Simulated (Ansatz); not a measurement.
## Energy landscape of CdO

17 relaxations of CdO ended in 11 distinct structures. Computed with PBEsol (plane waves to 420 eV, PAW, scalar-relativistic; Ansatz, a first-principles code).

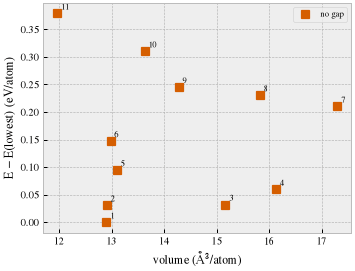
Energy against volume of the distinct structures, numbered as in the table

| # | space group | Pearson | type | E − E(lowest) (eV/atom) | V (Å³/atom) | coordination | runs ending here |
|---|---|---|---|---|---|---|---|
| 1 | Fm-3m | cF8 | rock salt type | 0.00 | 12.90 | Cd 6 (octahedral), O 6 (octahedral) | 5 |
| 2 | P6₃/mmc | hP12 | AFLOW prototype AB_hP12_194_af_bf (as in MoC) | 0.03 | 12.91 | – | 1 |
| 3 | P6₃/mmc | hP4 | – | 0.03 | 15.17 | – | 2 |
| 4 | P6₃mc | hP8 | AFLOW prototype AB_hP8_186_ab_ab (B5, as in SiC) | 0.06 | 16.12 | – | 1 |
| 5 | P6₃/mmc | hP4 | NiAs type | 0.09 | 13.10 | Cd 6 (octahedral), O 6 (trigonal prismatic) | 1 |
| 6 | P-6m2 | hP2 | AFLOW prototype AB_hP2_187_d_a (B_h, as in WC) | 0.15 | 12.98 | – | 1 |
| 7 | P6₃/mmc | hP8 | – | 0.21 | 17.30 | – | 1 |
| 8 | P4₂/mmc | tP4 | – | 0.23 | 15.83 | – | 1 |
| 9 | I4/mcm | tI16 | – | 0.25 | 14.28 | – | 1 |
| 10 | P4/nmm | tP4 | – | 0.31 | 13.63 | – | 2 |
| 11 | Pm-3m | cP2 | CsCl type | 0.38 | 11.96 | Cd 8 (cubic), O 8 (cubic) | 1 |

Coordination numbers (neighbours up to the widest gap in distance over summed covalent radii, below 1.35; n+m marks a second, longer set; metal–metal contacts left out). All are gapless at this level. Fm-3m, cF8, rock salt type is the lowest among the structures calculated here.

Space group Fm-3m (No. 225); a = b = c = 4.691 Å, α = β = γ = 90.00°

| atom | site | symmetry | x | y | z |
|---|---|---|---|---|---|
| Cd | 4a | m-3m | 0.0000 | 0.0000 | 0.0000 |
| O | 4b | m-3m | 0.5000 | 0.5000 | 0.5000 |
(The calculation used a cell of 2 atoms; values per cell refer to that cell.)

Probably no minimum, since a slightly shaken restart fell lower: P6₃/mmc, hP8 (by 0.15 eV/atom, to P6₃mc); P4₂/mmc, tP4 (by 0.23 eV/atom, to Fm-3m); I4/mcm, tI16 (by 0.25 eV/atom, to Fm-3m); P4/nmm, tP4 (by 0.31 eV/atom, to Fm-3m).  1 generated cell of layers, chains or molecules, poorly bound without dispersion, is left out. Each run could gain symmetry but not lose that of its start, so entries can be saddle points. From databases, or of a type measured for this composition: Fm-3m, cF8, rock salt type; the others are generated cells (placed on structure types, drawn at random, substituted or restacked) that were not matched to a known phase here. Static energies at zero pressure. No spin polarisation in the result.
